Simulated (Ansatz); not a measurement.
## What CsZnH3 (model cell, started as cubic perovskite with Zn in the octahedra) distorts into

Which phase does CsZnH3 (model cell, started as cubic perovskite with Zn in the octahedra) fall into along its unstable mode, and how much energy does it gain?

Calculated with Ansatz 0.2.0; DFT r2SCAN, scalar-relativistic, plane waves, PAW; PAW set soft_1.

The structure was built from a prototype and need not be the compound's stable phase.

## (1) Set-up

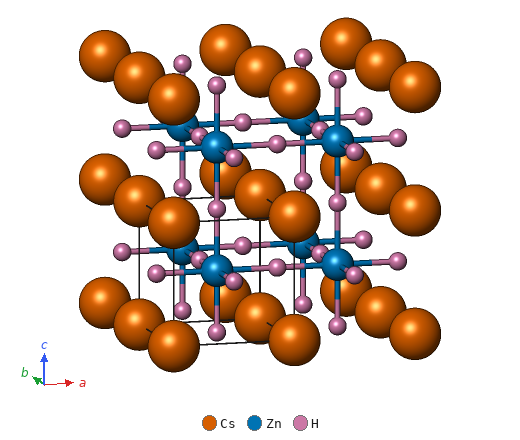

The cell as given, slightly off an axis (caesium orange, zinc blue, hydrogen pink). 2×2×2 cells are drawn. Some periodic images of atoms are drawn too.

## (2) The dispersion

The cell comes from relaxations at this level that are not shown. Stability and thermal properties need the whole zone. Linear response on a 2×2×2 q mesh gives force constants as far as a supercell of that size would.

input.yaml

```yaml
crystal:
  lattice:
    - [4.0907575584, 0.0, 0.0]
    - [0.0, 4.0907575584, 0.0]
    - [0.0, 0.0, 4.0907575584]
  atoms:
    - { symbol: Cs, position: [0.0, 0.0, 0.0] }
    - { symbol: Zn, position: [0.5, 0.5, 0.5] }
    - { symbol: H, position: [0.5, 0.5, 0.0] }
    - { symbol: H, position: [0.5, 0.0, 0.5] }
    - { symbol: H, position: [0.0, 0.5, 0.5] }
kpoints:
  mp_grid: { grid: [12, 12, 12] }
hamiltonian:
  xc: r2scan
  pseudopotentials: { kind: paw, azcp: { folder: soft_1 } }
scf:
  occupations: { method: methfessel_paxton, width: 0.2 }
output:
  eigenvalues: true
phonons:
  method: dfpt
  qmesh: [2, 2, 2]
  temperatures: { t_max: 1000, t_step: 50 }
  qpath:
    path:
      - [[0.0, 0.0, 0.0], [0.0, 0.5, 0.0], [0.5, 0.5, 0.0], [0.0, 0.0, 0.0], [0.5, 0.5, 0.5], [0.0, 0.5, 0.0]]
      - [[0.5, 0.5, 0.5], [0.5, 0.5, 0.0]]
    npoints: 10
```

On the command line:

```sh
ansatz run input.yaml --threads 4 --pin off --max-ram 16384MiB --backend cpu --events-out ev --progress --plain --runs-dir out
```

Numbers of over 12 decimals in the logs are rounded to 6 here.

What it wrote:

```text
Engine: ansatz 0.2.0, aarch64-unknown-linux-gnu
Pseudopotentials: kind: paw
Pseudopotential: Cs, paw, valence charge 9, recommended cutoff 500 eV (meta_gga), soft_1/Cs.paw.azcp
Pseudopotential: Zn, paw, valence charge 12, recommended cutoff 500 eV (meta_gga), soft_1/Zn.paw.azcp
Pseudopotential: H, paw, valence charge 1, recommended cutoff 500 eV (meta_gga), soft_1/H.paw.azcp
Functional definition: r2SCAN
  parameter k0 = 0.174
  parameter k1 = 0.065
  parameter a1 = 4.9479
  exchange = r2scan_x(k0 = k0, k1 = k1, a1 = a1)
  correlation = r2scan_c
Crystal: 5 atoms, lattice volume = 68.456 Å³
Basis set: ecut = 500 eV, 1743 PW (Γ), exchange–correlation on 180×180×180 points (216 copies of the dense FFT grid, shifted against one another)
Bands: 17, of which v1, the nominal top of the filled ones, is band 12 counted from 1 (11 counted from 0)
Symmetry: 48 space group operations
k-points: 518 of 1728 (irreducible under 2 space group operations, time reversal used)
Non-local potential: Cs, projectors of the file, l = 0: 3, l = 1: 2, l = 2: 2, l = 3: 2
Non-local potential: Zn, projectors of the file, l = 0: 2, l = 1: 2, l = 2: 3, l = 3: 1
Non-local potential: H, projectors of the file, l = 0: 2, l = 1: 1
PAW form: soft (Blöchl's): semilocal exchange-correlation on the pseudo side does not see the compensation charge
PAW frozen core: Cs, regenerated for the run's functional (the file was generated under x = pbe(κ = 0.804, μ = 0.219515), c = pbe(β = 0.066725))
PAW frozen core: Zn, regenerated for the run's functional (the file was generated under x = pbe(κ = 0.804, μ = 0.219515), c = pbe(β = 0.066725))
PAW one-centre angular grid: Cs, 302 points (default); XC on 160 Gauss nodes
PAW one-centre angular grid: Zn, 590 points (default); XC on 160 Gauss nodes
PAW one-centre angular grid: H, 302 points (default); XC on 160 Gauss nodes
Initial density: superposition of atomic densities (chi_scale 0.1, normalization cell, long waves kept (reshape's long-wave potential 0.00 eV rms))
Initial wavefunctions: pseudopotential atomic-orbital guess
Functional: x = r2scan, c = r2scan; τ floored in thin density (d = 2e-4 eV/Å³)
SCF iter   1: F=—  HF=-9061.077616 eV  |F-HF|=—  |Δ(HF+E_count)|=         —  Δρ=9.85e-2  dr2=6.15e0  dr2_τ=1.70e-2  ethr=3.10e-3  ⟨swp⟩=5.1  Hψ=49818  notcnv=0
preconditioner: auto → Kerker (q_TF=auto, 2.291 Å⁻¹)  [metal: Δε(μ)=0.068 eV  Ē_g=11.451 eV  σ=0.200 eV  W_gap=0.28  n_scr=18 (ndim 8)  ℏωp=22.0 eV  f_vac=0.001  D(μ)=0.42/eV (n_scr^D=0)]
SCF iter   2: F=—  HF=-9059.848760 eV  |F-HF|=—  |Δ(HF+E_count)|=    1.23e0  S|Δr|=    0.00e0  Δρ=4.14e-2  dr2=9.12e-1  dr2_τ=1.07e-2  ethr=3.10e-3  ⟨swp⟩=4.2  Hψ=23702  notcnv=0  defer=478
SCF iter   3: F=—  HF=-9059.550942 eV  |F-HF|=—  |Δ(HF+E_count)|=   2.98e-1  S|Δr|=    0.00e0  Δρ=1.95e-2  dr2=4.09e-1  dr2_τ=2.28e-3  ethr=3.10e-3  ⟨swp⟩=2.0  Hψ=19179  notcnv=0  defer=491
SCF iter   4: F=—  HF=-9059.520907 eV  |F-HF|=—  |Δ(HF+E_count)|=   3.00e-2  S|Δr|=    0.00e0  Δρ=1.02e-2  dr2=3.54e-2  dr2_τ=3.80e-4  ethr=1.71e-3  ⟨swp⟩=2.0  Hψ=18655  notcnv=0  defer=487
SCF iter   5: F=—  HF=-9059.537878 eV  |F-HF|=—  |Δ(HF+E_count)|=   1.70e-2  S|Δr|=    0.00e0  Δρ=3.37e-3  dr2=4.53e-3  dr2_τ=2.98e-5  ethr=1.47e-4  ⟨swp⟩=2.0  Hψ=17551  notcnv=0  defer=481
SCF iter   6: F=—  HF=-9059.537331 eV  |F-HF|=—  |Δ(HF+E_count)|=   5.47e-4  S|Δr|=    0.00e0  Δρ=9.33e-4  dr2=4.82e-4  dr2_τ=4.04e-6  ethr=1.89e-5  ⟨swp⟩=2.2  Hψ=12970  notcnv=0  defer=481
SCF iter   7: F=—  HF=-9059.537356 eV  |F-HF|=—  |Δ(HF+E_count)|=   2.46e-5  S|Δr|=    0.00e0  Δρ=5.85e-4  dr2=1.57e-4  dr2_τ=2.38e-7  ethr=2.01e-6  ⟨swp⟩=2.0  Hψ=13324  notcnv=0  defer=481
SCF iter   8: F=—  HF=-9059.537304 eV  |F-HF|=—  |Δ(HF+E_count)|=   5.13e-5  S|Δr|=    0.00e0  Δρ=4.41e-5  dr2=1.70e-6  dr2_τ=2.76e-8  ethr=6.56e-7  ⟨swp⟩=2.0  Hψ=12136  notcnv=0  defer=481
SCF iter   9: F=—  HF=-9059.537305 eV  |F-HF|=—  |Δ(HF+E_count)|=   9.14e-7  S|Δr|=    0.00e0  Δρ=6.56e-6  dr2=2.23e-8  dr2_τ=1.61e-9  ethr=7.10e-9  ⟨swp⟩=2.1  Hψ=13903  notcnv=0  defer=481
SCF iter  10: F=—  HF=-9059.537305 eV  |F-HF|=—  |Δ(HF+E_count)|=   2.37e-8  S|Δr|=    0.00e0  Δρ=1.38e-6  dr2=6.99e-10  dr2_τ=1.99e-11  ethr=9.30e-11  ⟨swp⟩=2.0  Hψ=14030  notcnv=0  defer=481
SCF iter  11: F=—  HF=-9059.537305 eV  |F-HF|=—  |Δ(HF+E_count)|=  6.13e-10  S|Δr|=    0.00e0  Δρ=4.33e-7  dr2=7.19e-11  dr2_τ=9.84e-13  ethr=2.91e-12  ⟨swp⟩=2.0  Hψ=14026  notcnv=0  defer=481
SCF iter  12: F=-9059.537305 eV  HF=-9059.537305 eV  |F-HF|=5.46e-12  |Δ(HF+E_count)|=  7.28e-12  S|Δr|=    0.00e0  Δρ=6.40e-8  dr2=2.02e-12  dr2_τ=4.06e-14  ethr=1.00e-12  ⟨swp⟩=10.9  Hψ=50399  notcnv=0
the search or the solves at the SCF's close may have found levels that the self-consistency loop had missed (the run counts none). By its estimate they hold under 1e-12 electrons; where the run keeps them, the occupations were computed again with them
SCF 1 converged in 12 iterations: F = -9059.537305 eV  dr2 = 2.02e-12
  greatest PAW one-centre occupation: 0.983 electrons in one spin orbital (limit 2), on the Zn atom at site 1 (counted from 0), in its partial waves of l = 2
Basis set: ecut = 500 eV, 1743 PW (Γ), exchange–correlation on 120×120×120 points (64 copies of the dense FFT grid, shifted against one another)
k-points: 84 of 1728
Initial density: read from a saved state, or passed on in memory by an earlier SCF of this step, an earlier step, the calling program or the single point that the run made first
iter 1 solved again at ethr=3.93e-8 eV; its pass at ethr=3.10e-3 eV (dr2=9.43e-6 eV) is discarded
SCF iter   1: F=—  HF=-9059.537306 eV  |F-HF|=—  |Δ(HF+E_count)|=         —  Δρ=3.00e-7  dr2=3.69e-11  dr2_τ=1.98e-12  ethr=3.93e-8  ⟨swp⟩=3.5  Hψ=12510  notcnv=0
eigensolver tolerance schedule: the retry pair's looser diagonalisation over-reported the residual by 255888.24 of it (diagonalisation noise at an unbounded share of the residual, at the tolerance the schedule requests for it); recorded, not acted on — ethr = c·dr2/N_el stays at c = 1.0e-1
preconditioner: auto → Kerker (q_TF=auto, 2.291 Å⁻¹)  [metal: Δε(μ)=0.067 eV  Ē_g=12.987 eV  σ=0.200 eV  W_gap=0.27  n_scr=18 (ndim 8)  ℏωp=22.0 eV  f_vac=0.001  D(μ)=0.31/eV (n_scr^D=0)]
SCF iter   2: F=—  HF=-9059.537306 eV  |F-HF|=—  |Δ(HF+E_count)|=   2.83e-7  S|Δr|=    0.00e0  Δρ=1.26e-7  dr2=5.17e-12  dr2_τ=1.62e-12  ethr=1.00e-12  ⟨swp⟩=3.6  Hψ=7349  notcnv=0
SCF iter   3: F=-9059.537306 eV  HF=-9059.537306 eV  |F-HF|=3.64e-12  |Δ(HF+E_count)|=  3.64e-12  S|Δr|=    0.00e0  Δρ=6.69e-8  dr2=2.16e-12  dr2_τ=1.51e-13  ethr=1.00e-12  ⟨swp⟩=1.4  Hψ=3310  notcnv=0
SCF 2 converged in 3 iterations: F = -9059.537306 eV  dr2 = 2.16e-12
phonons: the bands overlap, so this run is a metal and interpolates without the dipole-dipole term. If the crystal is really an insulator or semiconductor, its LO-TO splitting is missing
DFPT response loops at Γ: preconditioner auto → Kerker (q_TF=auto, 2.291 Å⁻¹) (partly filled bands, converged f_vac=0.001); β = 1.00, the filter's whole step (`scf.mixing.beta` (0.50) is not read by the response loops under this deck's `scf.mixing.preconditioner`; to damp them name `kerker` or `kerker_dos`, under which they read `scf.mixing.beta`, and type it under 1.00, their step now; both keys bind the ground state too); Broyden in place of MSR1
NSCF: frozen V_eff on 84 k-points
WARN: eigensolver did not converge in 6 slots of this pass, the one above among them; of largest residual over every band (k=10): 1 band(s) unlocked (lowest unlocked band 16, counted from 0; max residual 3.14e-4 eV among the unlocked bands, 3.14e-4 eV over every band); of lowest unlocked band (k=10): band 16
NSCF: frozen V_eff on 686 k-points
DFPT response loops at q = (0, 0, -0.5) (fractional): mixed as the last ones told, above
NSCF: frozen V_eff on 686 k-points
DFPT response loops at q = (0, -0.5, -0.5) (fractional): mixed as the last ones told, above
NSCF: frozen V_eff on 686 k-points
DFPT response loops at q = (-0.5, -0.5, -0.5) (fractional): mixed as the last ones told, above
SCF converged after 12 iterations
Stability not checked: this state was not tested for a lower state beside it, because cold or Methfessel-Paxton smearing, or corrected tetrahedra, fill the levels in a way that the test cannot read (fill_not_monotonic; see scf.lower_state_search)
Free energy (F): -9059.537305 eV
Harris-Foulkes:  -9059.537305 eV  (|F-HF|=5.46e-12)
Internal energy: -9059.538318 eV  (E = F + TS)
E sigma→0 (E₀):  -9059.537559 eV
Entropy (-TS):   0.001013 eV (0.203 meV/atom)
Fermi energy:    5.635038 eV
Step filling:    the computed levels leave a gap of 0.0286 eV = 0.1 smearing widths at the electron count; against every level under it full and every level over it empty, smearing changes F+E_penalty+E_count by +0.046 meV and its σ→0 estimate by -0.208 meV
--- Per-component energies (eV) ---
  E_band       = -30.567923
  E_kinetic    = 329.347261
  E_local      = -2366.220116  (includes V_loc(G=0)·N_el)
  E_nonlocal   = 850.560250
  E_hartree    = 913.365496
  E_xc         = -265.239778
  E_vxc        = -238.526380  (∫ρ·V_xc dr)
  E_paw        = -7004.114201  (= ΣΔE_a)
  E_vpaw       = -443.017308  (= ΣTr[D̂ρ^β])
  E_aug_tail   = -0.000121  (compensation charges beyond the density's cutoff)
  E_vtau       = 10.557566  (kinetic-family band-sum trace: ∫τ·v_τ [+ j·A + Jᵃ·Aᵃ] dr)
  E_ewald      = -1517.104372
  E_core_change = -0.132737  (= ΣΔE_core)
  E_smearing   = 0.001013  (= −TS)
  E_closure    = 0.000000  (closes the sum)
  Σ components = -9059.537305   (vs F -9059.537305, Δ=0.00e0)
--- Band table (eV; the first three rows and the last of 518) ---
  k-point 0: bands = [... 8 lower, -0.5492, -0.5492, 5.3135, 5.3135, 11.1014, 11.1014, 11.1014, 13.2496, ... 1 higher]
  k-point 1: bands = [... 8 lower, -0.5426, -0.3837, 5.2256, 5.3430, 10.9950, 10.9950, 11.0002, 12.9608, ... 1 higher]
  k-point 2: bands = [... 8 lower, -0.5241, 0.1007, 4.9369, 5.4275, 10.7154, 10.7154, 10.9505, 12.3208, ... 1 higher]
  k-point 517: bands = [... 8 lower, -0.4297, 2.4311, 2.4311, 2.4311, 4.7651, 14.9545, 14.9545, 14.9545, ... 1 higher]
--- Phonons (Γ-DFPT): 4 representative perturbations + reference, on 518 of 1728 k-points (Σ response iterations 26) ---
  k mesh reduced under 2 symmetry operations, with k and −k counted as one. Each operation leaves every solved perturbation unchanged. A smaller set is not considered because the functional reads the kinetic-energy density
  ASR residual: 6.939e-5 → 0.000e0 eV/Å²; symmetrization residual: 8.035e-7 eV/Å²
  ASR residual per site (eV/Å²): 9.87e-6 6.94e-5 2.21e-5 2.21e-5 2.21e-5
  Γ frequencies (cm⁻¹): -374.49 -374.49 -374.49 0.00 0.00 0.00 224.26 224.26 224.26 836.28 836.28 836.28 912.00 912.00 912.00
--- Phonons (arbitrary-q DFPT): 4 irreducible q on the 2×2×2 mesh ---
  q = [0.0000, 0.0000, 0.0000] (star 1, of the zone-centre solve; hermiticity 3.40e-7, symmetrization 2.62e-10): -374.49 -374.49 -374.49 -0.00 -0.00 -0.00 224.26 224.26 224.26 836.28 836.28 836.28 912.00 912.00 912.00
  q = [0.0000, 0.0000, -0.5000] (star 3, 9 solved perturbations in 2646 linear systems a pass and spin channel, the states on 343 of 1728 k-point pairs; hermiticity 3.00e-7, symmetrization 2.79e-12): -349.34 -349.34 94.01 94.01 94.41 122.15 224.78 224.78 404.26 843.69 843.69 899.83 909.40 909.40 958.86
  q = [0.0000, -0.5000, -0.5000] (star 3, 9 solved perturbations in 2646 linear systems a pass and spin channel, the states on 343 of 1728 k-point pairs; hermiticity 4.37e-7, symmetrization 9.07e-13): -1195.74 -258.44 61.43 61.43 96.54 155.22 155.22 343.98 667.04 822.98 876.00 876.00 877.62 877.62 974.62
  q = [-0.5000, -0.5000, -0.5000] (star 1, 4 solved perturbations in 931 linear systems a pass and spin channel, the states on 343 of 1728 k-point pairs; hermiticity 1.43e-8, symmetrization 4.35e-12): -1092.78 -1092.78 102.04 102.04 102.04 140.87 140.87 140.87 796.56 796.56 796.56 814.24 926.77 926.77 926.77
  sum rule: each row above includes the acoustic sum rule's correction from the zone centre's row sums; it moved no ω² by more than (2.44 cm⁻¹)²
  mesh force constants: q→R imaginary residual 1.72e-17; ASR residual 6.939e-5 → 0.000e0 eV/Å²; symmetrization residual 6.217e-15 eV/Å²
  interpolated dispersion: 62 rows × 15 modes
  density of states and harmonic sums: on the 16×16×16 q-mesh, interpolated from the force constants of a 2×2×2 supercell (no non-analytic term)
  largest difference from the sums on the solved wave vectors: F 8.85e-2 eV, S 9.30e-5 and C_V 4.62e-5 eV/K
  zero-point energy: 0.408496 eV/cell   skipped modes (ω ≤ 0): 410, of them read as no rigid motion or as one in doubt: 407 (2.502e0 modes/cell left out, lowest -1195.74 cm⁻¹)   left out of the sums: 1.67e-1 of the cell's modes: C_V's classical limit lies that fraction below 3 k_B per atom; for a crystal, a wire or a layer, F and S can be off by more, and a phonons.interpolated_qmesh denser along its periods is the remedy for the sampling
```

Run time: 17 min. Hardware: 4 threads of Arm Neoverse V1, shared host; peak memory 4 GiB.

In the SCF lines HF is the Harris–Foulkes energy and dr2 the Hartree energy of the density residual, in eV; the loop may stop once dr2 is under the threshold and the program's other checks hold. Hψ counts applications of the Hamiltonian.

Numbers from this step:

```
volume per atom                                         : 13.69 Å³
gap on the k-mesh                                       : 0 eV
sum-rule residual before enforcement                    : 6.94e-5 eV/Å²
lowest frequency on the path                            : -1196 cm⁻¹
point group                                             : m-3m
highest frequency on the path or at a solved wavevector : 974.6 cm⁻¹
highest optical mode at the zone centre (no LO-TO term) : 912 cm⁻¹
lowest optical zone-centre mode                         : -374.5 cm⁻¹
lowest mode on the q mesh (acoustic modes at Γ apart)   : -1196 cm⁻¹
```

Frequencies (cm⁻¹) solved at each irreducible wavevector; negative means imaginary. Frequencies by wavevector, by row:

```tsv
q in reciprocal lattice units	star	mode 1	mode 2	mode 3	mode 4	mode 13	mode 14	mode 15
0 0 0	1	-374.5	-374.5	-374.5	0	912	912	912
0 0 -0.5	3	-349.3	-349.3	94	94	909.4	909.4	958.9
0 -0.5 -0.5	3	-1196	-258.4	61.4	61.4	877.6	877.6	974.6
-0.5 -0.5 -0.5	1	-1093	-1093	102	102	926.8	926.8	926.8
```

Interpolated from a 2×2×2 q mesh, rough between the solved points. The phonon branches at the labelled points (cm⁻¹):

```tsv
point	branch 1	branch 2	branch 3	branch 4	branch 12	branch 13	branch 14	branch 15
Γ	-374	-374	-374	0	836	912	912	912
X	-349	-349	94	94	900	909	909	959
M	-1196	-258	61	61	876	878	878	975
Γ	-374	-374	-374	0	836	912	912	912
R	-1093	-1093	102	102	814	927	927	927
X	-349	-349	94	94	900	909	909	959
jump to R	-1093	-1093	102	102	814	927	927	927
M	-1196	-258	61	61	876	878	878	975
```

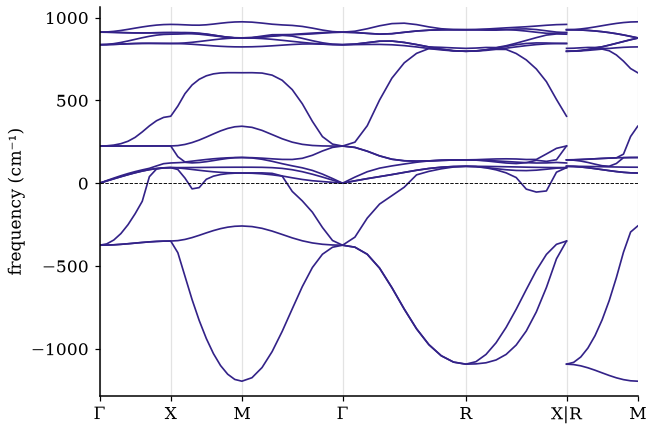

Phonon branches along the path.

Symmetry leaves 4 wavevectors to solve. The lowest mode among them, the acoustic zeros apart, lies at q = (0, -0.5, -0.5) and is imaginary, 1195.7i cm⁻¹, so the energy falls along it.

## (3) The mode frozen in, largest atomic shift 0 Å

The mode followed lies at q = (-0.5, -0.5, -0.5) with frequency 1092.8i cm⁻¹ and is 2-fold degenerate, one of the unstable modes though not the softest. At small amplitude the distorted cell has space group no. 139 by a symmetry search on the positions. The undistorted cell that holds it gives the zero of energy on the same k mesh.

System of this step: CsZnH3 (model cell, started as cubic perovskite with Zn in the octahedra). The structure is cubic, space group Pm-3m (No. 221). The conventional cell has a = 4.091 Å, b = 4.091 Å, c = 4.091 Å, α = 90.00°, β = 90.00°, γ = 90.00°. Nearest to Cs lie 12 H at 2.89 Å. Zn has 6 H at 2.05 Å nearest. Nearest to H lie 2 Zn at 2.05 Å and 4 Cs at 2.89 Å and 8 H at 2.89 Å. Farther neighbours are not listed.

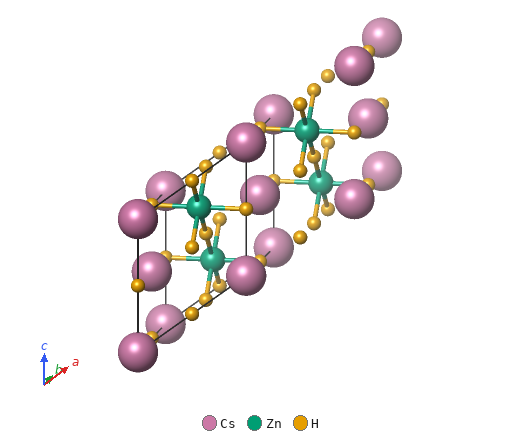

The cell of this step (caesium pink, zinc teal, hydrogen orange). 2×1×1 cells are drawn. Some periodic images of atoms are drawn too.

input.yaml

```yaml
crystal:
  lattice:
    - [4.0907575584, 4.0907575584, 0.0]
    - [4.0907575584, 0.0, 4.0907575584]
    - [4.0907575584, 0.0, -4.0907575584]
  atoms:
    - { symbol: Cs, position: [0.0, 0.0, 0.0] }
    - { symbol: Cs, position: [0.0, 0.5, 0.5] }
    - { symbol: Zn, position: [0.5, 0.25, 0.75] }
    - { symbol: Zn, position: [0.5, 0.75, 0.25] }
    - { symbol: H, position: [0.5, 0.0, 0.0] }
    - { symbol: H, position: [0.5, 0.5, 0.5] }
    - { symbol: H, position: [0.0, 0.5, 0.0] }
    - { symbol: H, position: [0.0, 0.0, 0.5] }
    - { symbol: H, position: [0.5, 0.0, 0.5] }
    - { symbol: H, position: [0.5, 0.5, 0.0] }
kpoints:
  mp_grid: { grid: [10, 10, 10] }
hamiltonian:
  xc: r2scan
  pseudopotentials: { kind: paw, azcp: { folder: soft_1 } }
scf:
  occupations: { method: methfessel_paxton, width: 0.2 }
output:
  forces: true
  stress: true
  eigenvalues: true
```

What it wrote:

```text
[...]
Crystal: 10 atoms, lattice volume = 136.912 Å³
Basis set: ecut = 500 eV, 3479 PW (Γ), exchange–correlation on 180×180×180 points (64 copies of the dense FFT grid, shifted against one another)
Bands: 34, of which v1, the nominal top of the filled ones, is band 24 counted from 1 (23 counted from 0)
Symmetry: 96 space group operations
[...]
k-points: 47 of 1000
[...]
k-point 0: bands = [... 20 lower, 2.4314, 2.4314, 4.7650, 5.3138, 5.3138, 11.1014, 11.1014, 11.1014, ... 6 higher]
  k-point 1: bands = [... 20 lower, 2.5266, 2.5266, 5.0770, 5.2828, 5.2828, 10.6599, 11.1652, 11.1652, ... 6 higher]
  k-point 2: bands = [... 20 lower, 2.7950, 2.7950, 5.1748, 5.1748, 5.8214, 9.8125, 11.3241, 11.3241, ... 6 higher]
  k-point 46: bands = [... 20 lower, 3.0411, 3.4912, 4.3847, 4.9203, 10.1031, 10.2433, 10.3030, 10.5665, ... 6 higher]
[key lines of the parts left out:]
SCF converged after 10 iterations
Free energy (F): -18119.072921 eV
Fermi energy:    5.654779 eV
P = ⅓ Tr σ = -0.0062 GPa (-0.062 kbar)
```

Run time: 11 s. Hardware: 4 threads; peak memory 0.94 GiB.

Numbers from this step:

- pressure: -0.006243 GPa
- energy from the undistorted cell: 0 meV/atom

The run ends at a pressure of -0.01 GPa.

(Part 1 of 3 ends here.)

[Logs are printed without paths, hosts, clocks, repeated set-up lines and the standing remarks that a program may print on its own settings, such as how far it seeks lower states.]

[Hosts, paths, dates, database ids (printed as entryN), source tags and the programs' standing remarks are cut or masked in the printed files.]
